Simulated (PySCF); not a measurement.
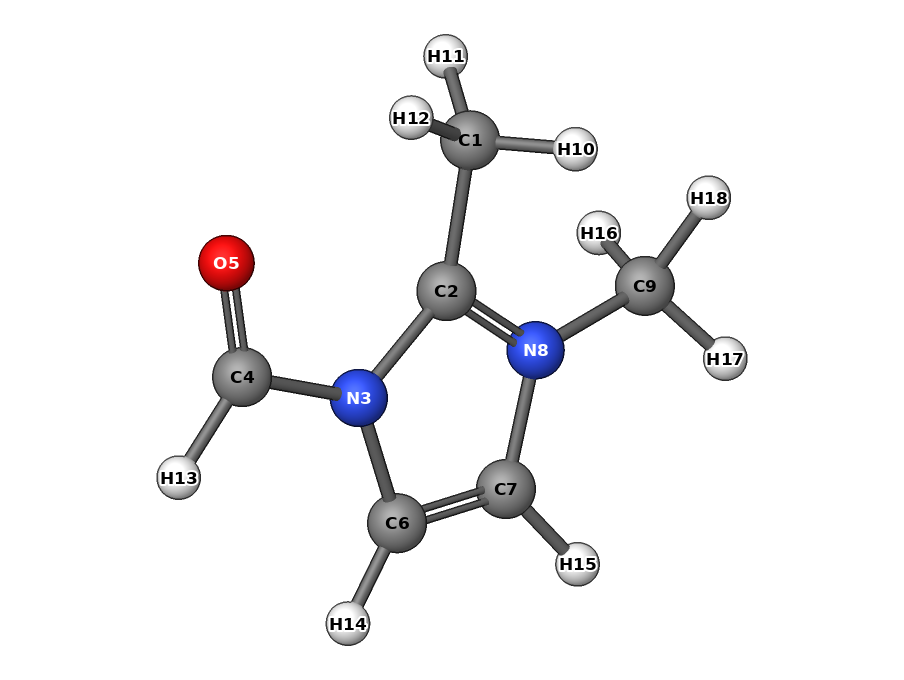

The questions are on isotropic NMR shieldings of the H atoms. Charge +1, singlet. Geometry: a frame of a GFN2-xTB molecular-dynamics simulation, not a minimum. Method: GIAO PBE0/pcSseg-1 NMR shielding, non-relativistic, gas phase (PySCF 2.14.0).

Question: Which H atom is the most shielded (lowest chemical shift)?

Answer: H10 (30.20 ppm).

Question: Which H atom is the least shielded (highest chemical shift)?

Answer: H13 (21.83 ppm).

Question: How wide is the range of H shifts?

Answer: 8.37 ppm.

Give the isotropic NMR shieldings of the H atoms atom by atom.

```
atom  σ (ppm)
 H10    30.20
 H11    28.27
 H12    27.62
 H13    21.83
 H14    24.06
 H15    23.98
 H16    26.92
 H17    27.90
 H18    26.86
```
